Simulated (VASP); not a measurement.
Band structure of Al2Cu (space group Fm-3m). Calculation: r2SCAN meta-GGA, VASP's PBE PAW potentials (set 64) (plane waves; VASP).

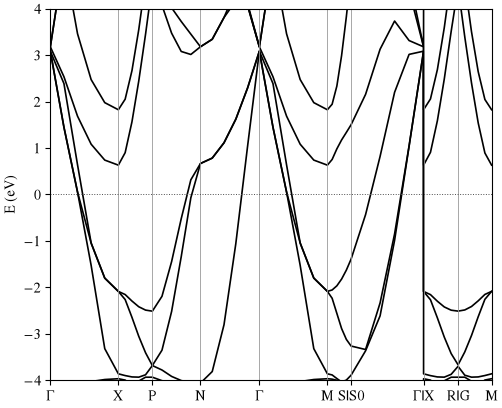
*Bands along high-symmetry lines, zero at the valence-band maximum or, without a gap, the Fermi level*

Problem. Read the plot: is there a gap, and where are the band edges?

Solution. It has no gap at this level: it comes out as a metal or semimetal.

The structure comes from a computed database's Al2Cu entry (I4/mmm); how it stands against other phases isn't given here. It was relaxed first. The relaxed cell has space group Fm-3m. The electron count is odd and the run is not spin-polarised, which forces a metal.
